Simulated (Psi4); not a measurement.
**GeH3O (SMILES [OH][GeH2]) at UM06-2X/def2-SVP (sweep point 6)**

Aim: the vertical doublet–quartet gap of GeH3O at UM06-2X/def2-SVP (sweep point 6), from 2 runs. 

The results are computed with Psi4 1.11.

4 further runs of the same task are left out: 4 set aside as unsound or not needed.

## Step 1: The molecule

The species is GeH3O (5 atoms), meant as a doublet with charge 0. As SMILES, `[OH][GeH2]`. The coordinates come from a PBE0-D4/def2-TZVP relaxation. This is one conformer, not always the lowest.

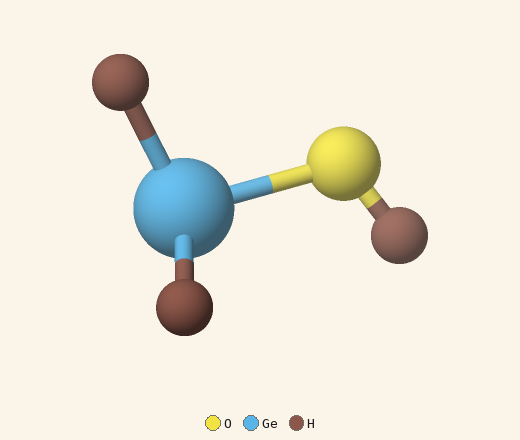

Viewed from a chosen angle; oxygen yellow, germanium blue, hydrogen brown.

## Step 2: The energy at UM06-2X/def2-SVP (sweep point 6)

Input file calc.inp:

```
memory 1600 MB

molecule molecule1 {
  0 2
  O      0.355500    -1.075800     0.460700
  Ge    -0.520100     0.416100     0.017700
  H      1.097400    -0.907600     1.046500
  H     -1.396800    -0.014400    -1.180300
  H      0.513900     1.508000    -0.385900
  symmetry c1
}

set {
  basis                def2-SVP
  reference            uks
  puream               true
  scf_type             pk
  dft_radial_points    99
  dft_spherical_points 590
  d_convergence        1e-08
  e_convergence        1e-08
  maxiter              150
}

energy("m06-2x")
```

Run with:

```sh
psi4 -n 1 calc.inp calc.out
```

calc.out, shortened:

```text
[...]
  Running in c1 symmetry.
[...]
  Nuclear repulsion =  113.083763680620223
[...]
  Multiplicity = 2
[...]
  Nalpha       = 22
  Nbeta        = 21
[...]
    Number of basis functions: 61
[...]
   @UKS iter   1: -2152.44769637323225   -2.69083e+00   3.68750e-02 ADIIS/DIIS
[...]
   @UKS iter  13: -2153.64639848443358   -3.18323e-12   4.60160e-09 DIIS
[...]
   @S^2 Observed:                7.525771716E-01
[...]
    Orbital Energies [Eh]
    ---------------------
    Alpha Occupied:
       1A   -400.966257     2A    -50.513647     3A    -45.054597
       4A    -45.052588     5A    -45.052314     6A    -19.628164
       7A     -6.510700     8A     -4.677547     9A     -4.674058
      10A     -4.672149    11A     -1.415276    12A     -1.411539
      13A     -1.409426    14A     -1.407936    15A     -1.407257
      16A     -1.084415    17A     -0.630011    18A     -0.526786
      19A     -0.438356    20A     -0.420897    21A     -0.388084
      22A     -0.258692
    Alpha Virtual:
      23A      0.046751    24A      0.105362    25A      0.114381
[...]
  @UKS Final Energy: -2153.64639848443358
   => Energetics <=
    Nuclear Repulsion Energy =            113.0837636806202227
    One-Electron Energy =               -3225.4482700472199213
    Two-Electron Energy =                1000.6595525984531605
    DFT Exchange-Correlation Energy =     -41.9414447162871653
    Empirical Dispersion Energy =           0.0000000000000000
    VV10 Nonlocal Energy =                  0.0000000000000000
    Total Energy =                      -2153.6463984844340303
[...]
 Multipole Moments:
 ------------------------------------------------------------------------------------
     Multipole            Electronic (a.u.)      Nuclear  (a.u.)        Total (a.u.)
 ------------------------------------------------------------------------------------
 L = 1.  Multiply by 2.5417464519 to convert [e a0] to [Debye]
 Dipole X            :         -2.5700646            2.7822924            0.2122278
 Dipole Y            :          2.8460736           -2.3586813            0.4873923
 Dipole Z            :          0.3601511           -0.0756779            0.2844733
 Magnitude           :                                                    0.6029236
[...]
```

It took 14 s on 1 thread of Intel Xeon 6975P-C (Granite Rapids), shared host; peak memory 1.3 GiB.

## Step 3: The quartet at the same level

Input file calc.dat:

```
memory 1.6 GB

molecule system {
  0 4
  O      0.355500    -1.075800     0.460700
  Ge    -0.520100     0.416100     0.017700
  H      1.097400    -0.907600     1.046500
  H     -1.396800    -0.014400    -1.180300
  H      0.513900     1.508000    -0.385900
  symmetry c1
}

set {
  basis                def2-SVP
  reference            uks
  puream               true
  scf_type             pk
  dft_radial_points    99
  dft_spherical_points 590
  d_convergence        1e-08
  e_convergence        1e-08
  maxiter              150
}

energy_value = energy('m06-2x')
print_variables()
```

Run with:

```sh
psi4 calc.dat calc.out -n 1
```

calc.out, shortened:

```text
[...]
  Running in c1 symmetry.
[...]
  Nuclear repulsion =  113.083763680620223
[...]
  Multiplicity = 4
[...]
  Nalpha       = 23
  Nbeta        = 20
[...]
    Number of basis functions: 61
[...]
   @UKS iter   1: -2152.07702626814535   -2.32016e+00   3.73452e-02 DIIS/ADIIS
[...]
   @UKS iter  26: -2153.38032430892508   -1.22782e-11   5.01695e-09 DIIS
[...]
   @S^2 Observed:                3.755302945E+00
[...]
    Orbital Energies [Eh]
    ---------------------
    Alpha Occupied:
       1A   -400.971816     2A    -50.519887     3A    -45.060722
       4A    -45.059387     5A    -45.058107     6A    -19.796809
       7A     -6.517624     8A     -4.684564     9A     -4.682099
      10A     -4.677587    11A     -1.428512    12A     -1.418375
      13A     -1.414783    14A     -1.414283    15A     -1.412721
      16A     -1.252746    17A     -0.727066    18A     -0.634337
      19A     -0.604291    20A     -0.535482    21A     -0.411179
      22A     -0.283099    23A     -0.125276
    Alpha Virtual:
      24A      0.072584    25A      0.085433    26A      0.094413
[...]
  @UKS Final Energy: -2153.38032430892508
   => Energetics <=
    Nuclear Repulsion Energy =            113.0837636806202227
    One-Electron Energy =               -3223.7641786220501672
    Two-Electron Energy =                 999.1843484261491994
    DFT Exchange-Correlation Energy =     -41.8842577936442808
    Empirical Dispersion Energy =           0.0000000000000000
    VV10 Nonlocal Energy =                  0.0000000000000000
    Total Energy =                      -2153.3803243089255375
[...]
 Multipole Moments:
 ------------------------------------------------------------------------------------
     Multipole            Electronic (a.u.)      Nuclear  (a.u.)        Total (a.u.)
 ------------------------------------------------------------------------------------
 L = 1.  Multiply by 2.5417464519 to convert [e a0] to [Debye]
 Dipole X            :         -2.5204646            2.7822924            0.2618278
 Dipole Y            :          2.0298856           -2.3586813           -0.3287957
 Dipole Z            :          0.2807731           -0.0756779            0.2050952
 Magnitude           :                                                    0.4676798
[...]
```

It took 24 s on 1 thread of Intel Xeon 6975P-C (Granite Rapids), shared host; peak memory 1.3 GiB.

## Step 4: Results

Level: UM06-2X/def2-SVP (sweep point 6).

| quantity | value |
| --- | --- |
| doublet: total energy | -2153.64640 Eh |
| doublet: dipole moment | 1.53 D |
| doublet: HOMO energy (highest over α and β) | -7.04 eV |
| doublet: LUMO energy (lowest over α and β) | -1.97 eV |
| doublet: ⟨S²⟩ | 0.753 |
| quartet: total energy | -2153.38032 Eh |
| quartet: dipole moment | 1.19 D |
| quartet: HOMO energy (highest over α and β) | -3.41 eV |
| quartet: ⟨S²⟩ | 3.755 |
| vertical energy of the quartet above the doublet | 7.240 eV |

What this shows: At this shape the quartet lies 7.24 eV (167 kcal/mol) above the doublet.
